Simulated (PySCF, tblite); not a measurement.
**CH₇Si₂ radical, a cluster model of a defect (Si site with back bonds C[SiH3], [H], [H]): EPR parameters**

Aim: the EPR parameters of `[SiH2]C[SiH3]`. It is drawn as: dangling bond.

Computed with tblite 0.8.0 and PySCF 2.14.0; each step states its level. No surroundings beyond the atoms listed, unless a continuum is named. Atoms count from 0, parts from 1.

### 1 Starting point

10 atoms, charge 0, multiplicity 2; geometry: distance geometry start.

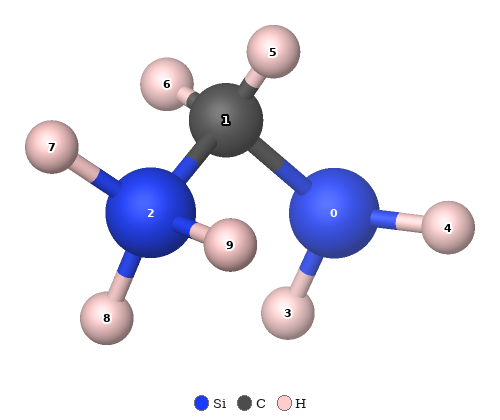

The starting geometry (silicon blue, carbon dark grey, hydrogen pink), atoms numbered.

### 2 Geometry optimisation with GFN2-xTB

The job: settings as JSON, then the geometry in Å.

```
{"job": {"kind": "relax", "xc": "GFN2-xTB", "basis": "xTB"}, "charge": 0, "multiplicity": 2}
Si     0.067576     1.852595     0.741839
C      0.749316     0.336042    -0.093464
Si    -0.476317    -1.007596     0.008301
H     -0.325502     1.694330     2.061187
H     -0.767387     2.676381    -0.062471
H      0.945896     0.578250    -1.092944
H      1.620816     0.079428     0.369395
H      0.149165    -2.238152    -0.399776
H     -0.940301    -1.152420     1.340971
H     -1.577354    -0.722362    -0.817014
```

Method: GFN2-xTB geometry optimisation, gas phase.

Started as:

```bash
> OMP_NUM_THREADS=1 python cluster_run.py task.json out
```

The driver reads the jobs from task.json and runs them one after another.

What it wrote:

```text
step      E/eV     max force
  0    -246.98498    2.751
  1    -247.20471    1.195
  2    -247.31403    0.872
  3    -247.35687    0.393
  4    -247.36496    0.238
  5    -247.37028    0.193
  6    -247.37447    0.222
  7    -247.37803    0.156
  8    -247.38011    0.130
  9    -247.38129    0.108
 10    -247.38234    0.132
 11    -247.38345    0.098
 12    -247.38418    0.067
 13    -247.38452    0.055
 14    -247.38472    0.053
 15    -247.38499    0.070
 16    -247.38542    0.090
 17    -247.38601    0.081
 18    -247.38661    0.065
 19    -247.38709    0.060
 20    -247.38748    0.062
 21    -247.38789    0.068
 22    -247.38840    0.072
 23    -247.38895    0.078
 24    -247.38940    0.053
 25    -247.38968    0.048
 26    -247.38989    0.046
 27    -247.39015    0.060
 28    -247.39052    0.070
 29    -247.39092    0.063
 30    -247.39120    0.055
 31    -247.39138    0.036
 32    -247.39156    0.047
 33    -247.39181    0.053
 34    -247.39211    0.048
 35    -247.39235    0.038
 36    -247.39247    0.025
 37    -247.39254    0.024
 38    -247.39264    0.034
 39    -247.39284    0.049
 40    -247.39312    0.053
 41    -247.39336    0.036
 42    -247.39350    0.029
 43    -247.39359    0.029
 44    -247.39369    0.033
 45    -247.39388    0.052
 46    -247.39423    0.073
 47    -247.39470    0.077
 48    -247.39508    0.053
 49    -247.39527    0.024
 50    -247.39533    0.016
 51    -247.39535    0.015
 52    -247.39538    0.014
 53    -247.39542    0.014
 54    -247.39544    0.010
 55    -247.39545    0.005
```

It took 1.8 s on 1 thread of Arm Neoverse N1, shared host.

The steps of the relaxation:

| step | energy from step 0 (eV) | largest force (eV/Å) |
| --- | --- | --- |
| 0 | 0.0000 | 2.7505 |
| 2 | -0.3290 | 0.8720 |
| 4 | -0.3800 | 0.2387 |
| 6 | -0.3895 | 0.2223 |
| 8 | -0.3951 | 0.1299 |
| 10 | -0.3974 | 0.1322 |
| 12 | -0.3992 | 0.0671 |
| 14 | -0.3997 | 0.0534 |
| 16 | -0.4004 | 0.0896 |
| 18 | -0.4016 | 0.0650 |
| 20 | -0.4025 | 0.0618 |
| 22 | -0.4034 | 0.0720 |
| 24 | -0.4044 | 0.0535 |
| 26 | -0.4049 | 0.0464 |
| 28 | -0.4055 | 0.0698 |
| 30 | -0.4062 | 0.0549 |
| 32 | -0.4066 | 0.0473 |
| 34 | -0.4071 | 0.0480 |
| 36 | -0.4075 | 0.0253 |
| 38 | -0.4077 | 0.0342 |
| 40 | -0.4081 | 0.0535 |
| 42 | -0.4085 | 0.0290 |
| 44 | -0.4087 | 0.0320 |
| 46 | -0.4092 | 0.0731 |
| 48 | -0.4101 | 0.0526 |
| 50 | -0.4103 | 0.0160 |
| 52 | -0.4104 | 0.0136 |
| 54 | -0.4105 | 0.0095 |
| 55 | -0.4105 | 0.0055 |

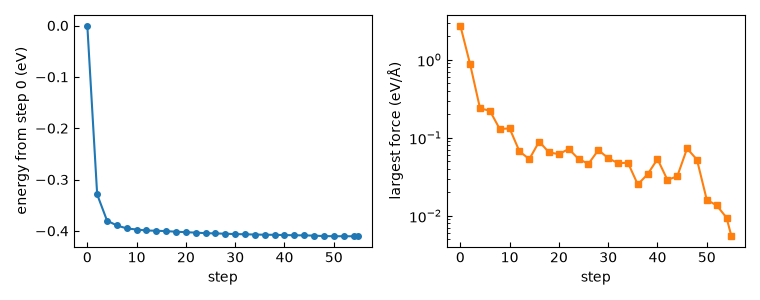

Energy and largest force along the relaxation.

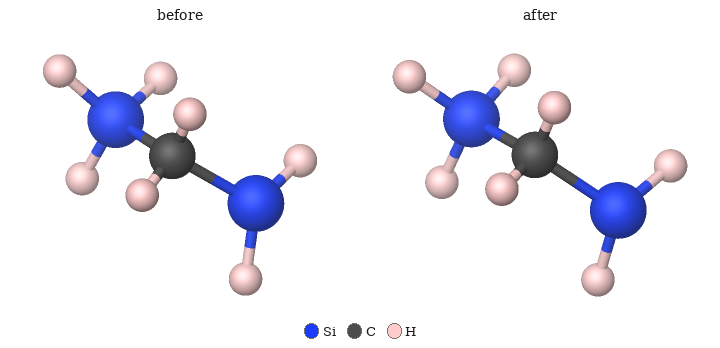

The geometry before (left) and after (right).

Distances of close pairs at the start and the end, largest changes first:

| bond | before (Å) | after (Å) | change (Å) |
| --- | --- | --- | --- |
| C1–Si2 | 1.822 | 1.903 | +0.082 |
| Si0–H3 | 1.386 | 1.459 | +0.073 |
| C1–H6 | 1.020 | 1.091 | +0.071 |
| Si2–H9 | 1.405 | 1.464 | +0.059 |
| Si2–H8 | 1.419 | 1.464 | +0.046 |
| C1–H5 | 1.047 | 1.091 | +0.044 |
| Si0–H4 | 1.422 | 1.459 | +0.037 |
| Si0–C1 | 1.861 | 1.896 | +0.035 |

### 3 Relaxing the molecule at PBE0-D3(BJ)/def2-SVP

The job: settings as JSON, then the geometry in Å.

```
{"job": {"xc": "PBE0", "basis": "def2-SVP", "d3": "d3bj", "grid": 2, "kind": "geom", "shake": 0.01}, "charge": 0, "multiplicity": 2}
Si     0.192615     1.761979     0.480139
C      0.809047     0.148979    -0.242215
Si    -0.469575    -1.271680    -0.234699
H     -0.105156     1.708173     1.895710
H     -0.922059     2.363579    -0.307867
H      1.144356     0.318980    -1.268619
H      1.707754    -0.160948     0.318865
H      0.167183    -2.474774    -0.796489
H     -0.864688    -1.529008     1.172891
H     -1.617925    -0.890862    -1.016242
```

What it wrote:

```text
step   0  E = -620.73973824  max force = 0.023822
step   1  E = -620.74256597  max force = 0.004849
step   2  E = -620.74297554  max force = 0.001282
step   3  E = -620.74302947  max force = 0.000822
step   4  E = -620.74304910  max force = 0.000643
step   5  E = -620.74305200  max force = 0.000347
optimisation converged
```

It took 54 s on 1 thread of Arm Neoverse N1, shared host; peak memory 0.46 GiB.

Relaxation path:

| step | energy from step 0 (eV) | largest force component (eV/Å) |
| --- | --- | --- |
| 0 | 0.0000 | 1.2250 |
| 1 | -0.0769 | 0.2493 |
| 2 | -0.0881 | 0.0659 |
| 3 | -0.0896 | 0.0423 |
| 4 | -0.0901 | 0.0331 |
| 5 | -0.0902 | 0.0178 |

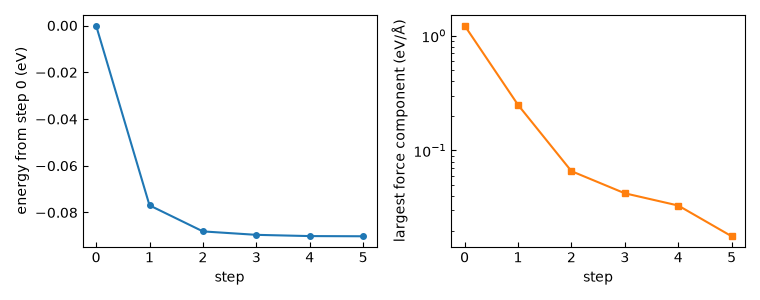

Energy and force, step by step.

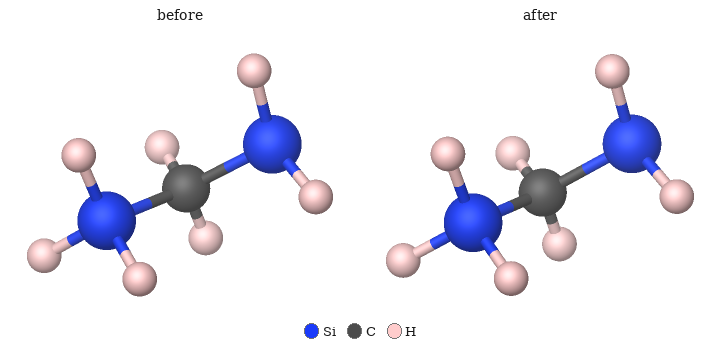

Before and after, at one scale.

Close pairs (by a distance rule), those that changed most:

| bond | before (Å) | after (Å) | change (Å) |
| --- | --- | --- | --- |
| Si2–H9 | 1.440 | 1.495 | +0.054 |
| Si0–H3 | 1.448 | 1.498 | +0.051 |
| Si2–H7 | 1.473 | 1.497 | +0.025 |
| C1–Si2 | 1.911 | 1.888 | -0.023 |
| Si0–C1 | 1.872 | 1.883 | +0.011 |
| Si2–H8 | 1.484 | 1.495 | +0.010 |
| C1–H5 | 1.093 | 1.103 | +0.010 |
| Si0–H4 | 1.492 | 1.498 | +0.007 |

The end geometry stands in the next job.

| at the end point | value |
| --- | --- |
| point group (found at 0.08 Å tolerance) | Cs |
| rotational constants (GHz, main isotopes) | 18.349, 3.052, 2.840 |
| dipole moment (D) | 0.87 |
| ⟨S²⟩ | 0.752 |

### 4 g tensor and hyperfine couplings: B3LYP/IGLO-III+pcH-1

The job: settings as JSON, then the geometry in Å.

```
{"job": {"kind": "epr"}, "charge": 0, "multiplicity": 2}
Si     0.385946     1.763505     0.343798
C      0.854543     0.053209    -0.289253
Si    -0.535331    -1.215923    -0.141432
H      0.033211     1.725056     1.799486
H     -0.760661     2.333426    -0.434493
H      1.155836     0.127404    -1.347889
H      1.730209    -0.314525     0.272060
H     -0.104453    -2.548689    -0.670250
H     -0.929632    -1.377945     1.291362
H     -1.729983    -0.760177    -0.915765
```

Method: UKS B3LYP, IGLO-III on C Si, pcH-1 on H, non-relativistic, mean-field spin-orbit, GIAO.

What it wrote:

```text
UKS, coarse grid
  cycle   1  E = -621.29453331  |g| = 2.86e-01
  cycle   2  E = -621.26695880  |g| = 3.47e-01
  cycle   3  E = -621.32888753  |g| = 4.93e-02
  cycle   4  E = -621.33022102  |g| = 8.98e-03
  cycle   5  E = -621.33025786  |g| = 1.39e-03
  cycle   6  E = -621.33026010  |g| = 4.70e-04
UKS, final grid
  cycle   1  E = -621.33026503  |g| = 3.25e-04
  cycle   2  E = -621.33026505  |g| = 3.11e-04
  cycle   3  E = -621.33026510  |g| = 6.13e-05
  cycle   4  E = -621.33026510  |g| = 2.05e-05
E = -621.33026510 Eh   <S^2> = 0.7516 (exact 0.7500)
g shifts (ppm)      1          2          3
  rmc          -131       -131       -131
  gc              9         45         56
  oz_so        -152       1412       1820
  total        -274       1326       1744
hyperfine (MHz)  atom isotope    a_iso     a_fc   dipolar eigenvalues
    0  29Si    -511.05    -512.29   -163.03     81.46     81.57
    1   13C      11.62      11.58     -4.84     -4.71      9.55
    2  29Si     -64.33     -64.39     -8.11      3.33      4.78
    3    1H      50.19      50.17     -9.05      0.63      8.43
    4    1H      50.30      50.28     -9.05      0.63      8.42
    5    1H       7.73       7.72     -4.35     -2.27      6.62
    6    1H       7.66       7.65     -4.35     -2.27      6.62
    7    1H      31.09      31.09     -1.11     -0.53      1.64
    8    1H      -1.38      -1.38     -1.74     -0.68      2.42
    9    1H      -1.32      -1.32     -1.75     -0.68      2.43
```

Run time: 39 s. Hardware: 1 thread of Arm Neoverse N1, shared host; peak memory 0.61 GiB.

Principal g values 2.00205, 2.00365, 2.00406; g(iso) = 2.00325, against 2.00232 for a free electron.

Hyperfine couplings; where a row names several nuclei, a(iso) is their mean (it holds for fast rotation or exchange) and the dipolar term the largest among them:

| nuclei | isotope | a(iso) (MHz) | a(iso) (G, at g = 2.0023) | largest dipolar term (MHz) |
| --- | --- | --- | --- | --- |
| Si0 | 29Si | -511.0 | -182.4 | -163.0 |
| Si2 | 29Si | -64.3 | -23.0 | -8.1 |
| H3, H4 | 1H | 50.2 | 17.9 | -9.1 |
| H7 | 1H | 31.1 | 11.1 | 1.6 |
| C1 | 13C | 11.6 | 4.1 | 9.5 |
| H5, H6 | 1H | 7.7 | 2.7 | 6.6 |
| H8, H9 | 1H | -1.4 | -0.5 | 2.4 |

Mulliken spin populations:

| atom | value (e) |
| --- | --- |
| Si0 | 0.92 |
| C1 | 0.00 |
| Si2 | 0.02 |
| H3 | 0.02 |
| H4 | 0.02 |
| H5 | 0.00 |
| H6 | 0.00 |
| H7 | 0.02 |
| H8 | 0.00 |
| H9 | 0.00 |

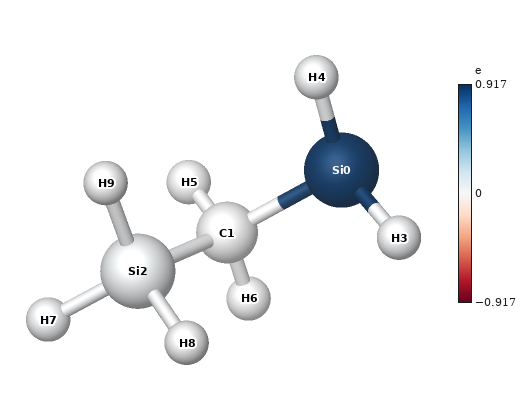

Mulliken spin populations, as colours on the atoms.

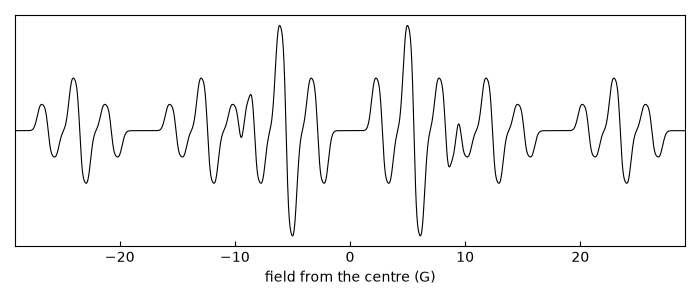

First-order isotropic spectrum (first derivative, main isotopes with spin only, couplings over 0.8 MHz, Gaussian width 0.3 G; couplings of the frozen geometry, rotation of groups not averaged beyond the rows shown).

### 5 EPR parameters: BHandHLYP/IGLO-III+pcH-1

Same as in step 4 but for these lines:

```diff
@@ -1,2 +1,2 @@
-{"job": {"kind": "epr"}, "charge": 0, "multiplicity": 2}
+{"job": {"kind": "epr", "xc": "BHandHLYP"}, "charge": 0, "multiplicity": 2}
 Si     0.385946     1.763505     0.343798
```

Level: UKS BHandHLYP, IGLO-III on C Si, pcH-1 on H, non-relativistic, mean-field spin-orbit, GIAO.

What it wrote:

```text
UKS, coarse grid
  cycle   1  E = -621.22584208  |g| = 2.02e-01
  cycle   2  E = -621.23986626  |g| = 1.37e-01
  cycle   3  E = -621.24856452  |g| = 3.48e-02
  cycle   4  E = -621.24935578  |g| = 8.60e-03
  cycle   5  E = -621.24940970  |g| = 1.59e-03
  cycle   6  E = -621.24941516  |g| = 4.64e-04
UKS, final grid
  cycle   1  E = -621.24941725  |g| = 2.20e-04
  cycle   2  E = -621.24941732  |g| = 1.19e-04
  cycle   3  E = -621.24941734  |g| = 5.86e-05
  cycle   4  E = -621.24941734  |g| = 2.83e-05
E = -621.24941734 Eh   <S^2> = 0.7521 (exact 0.7500)
g shifts (ppm)      1          2          3
  rmc          -132       -132       -132
  gc             10         45         57
  oz_so        -138       1250       1628
  total        -260       1163       1554
hyperfine (MHz)  atom isotope    a_iso     a_fc   dipolar eigenvalues
    0  29Si    -546.51    -547.74   -164.53     82.25     82.28
    1   13C      13.94      13.91     -4.53     -4.45      8.98
    2  29Si     -58.85     -58.91     -7.73      2.93      4.80
    3    1H      52.55      52.53     -8.92      0.60      8.31
    4    1H      52.65      52.63     -8.91      0.60      8.31
    5    1H       7.26       7.25     -4.32     -2.40      6.72
    6    1H       7.19       7.19     -4.32     -2.40      6.72
    7    1H      27.98      27.98     -1.02     -0.51      1.52
    8    1H      -1.27      -1.27     -1.67     -0.72      2.39
    9    1H      -1.22      -1.22     -1.68     -0.72      2.40
```

Run time: 41 s. Hardware: 1 thread of Arm Neoverse N1, shared host; peak memory 0.61 GiB.

In short: g(iso) 2.00314.

### 6 Comparing the runs: EPR parameters

g, ⟨S²⟩ and isotropic hyperfine couplings (MHz), with basis size and wall time:

| run | g(iso) | ⟨S²⟩ | 29Si Si0 | 29Si Si2 | 1H H3 (mean) | 1H H7 | 13C C1 | functions | time |
| --- | --- | --- | --- | --- | --- | --- | --- | --- | --- |
| B3LYP/IGLO-III+pcH-1 | 2.00325 | 0.752 | -511.0 | -64.3 | 50.2 | 31.1 | 11.6 | 193 | 39 s |
| BHandHLYP/IGLO-III+pcH-1 | 2.00314 | 0.752 | -546.5 | -58.9 | 52.6 | 28.0 | 13.9 | 193 | 41 s |

### 7 What came out

```
                            quantity                    value
                         point group                       Cs
rotational constants (main isotopes)    18.35, 3.05, 2.84 GHz
                      g(iso) (B3LYP)                  2.00325
                                ⟨S²⟩       0.752 (exact 0.75)
  largest a(iso) (averaged by class)  29Si on Si0, -511.0 MHz
```

The optimisation took 5 steps and gained 0.090 eV; among the close pairs (by a distance rule), Si2–H9 changed most, from 1.440 to 1.495 Å (PBE0/def2-SVP). Most of the unpaired spin sits on Si0 (0.92 e). The isotropic g lies 0.9 ppt above the free-electron value. The coupling of 29Si on Si0 runs from -546.5 (BHandHLYP/IGLO-III+pcH-1) to -511.0 MHz (B3LYP/IGLO-III+pcH-1).
